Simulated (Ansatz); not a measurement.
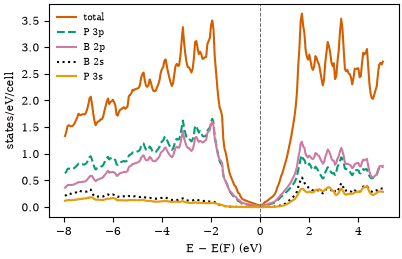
Fig. 1. Total and projected density of states of BP in space group P6_422 (No. 181; B on 3c, P on 3d), DFT-PBEsol in the program Ansatz with PAW potentials

**Question.** Which orbitals carry the states next to the Fermi level?

**Answer.** Within 0.5 eV of the Fermi level: B 2p 47 %, P 3p 38 %, outside the projected shells 12 %. Projections are on Löwdin-orthogonalised atomic valence shells; empty p or d shells of many metals are not among them.

**Question.** Where is the tallest occupied peak in this window, and what makes it?

**Answer.** Near -1.9 eV, about 3.5 states/eV per cell; the largest projected share is P 3p.

The start of the workflow was typed in or built on a structure type; neither database checked (COD, Materials Project) lists it. It is not the phase usual at ambient conditions (space group No. 216). Symmetry was held in the PBEsol relaxation; of distortions, only those at the zone centre were tested.

Potentials: the later of the program's two PAW sets.
